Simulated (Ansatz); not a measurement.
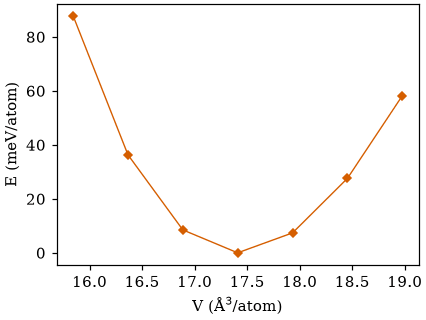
Figure. SnAu5 in space group R32 (No. 155; Sn on 3a, Au on 6c, Au on 9e) under volume change, plane-wave PAW LDA (Ansatz code), shape and atoms relaxed at each volume.

Task: What does a third-order Birch–Murnaghan fit give for V₀, B₀ and B′?

Result: V₀ = 17.41 Å³/atom, B₀ = 161 GPa, B′ = 5.8.

The workflow started from a Materials Project entry (that database holds measured and hypothetical structures alike); the Crystallography Open Database files this formula in space group No. 155, but the cells were not matched. Whether it is the stable phase at ambient conditions was not checked. The cell was relaxed with LDA under the symmetry of its start; its stability against distortions is not shown here. Spin–orbit coupling is left out wherever it is not named.

Potentials: the later of the program's two PAW sets.
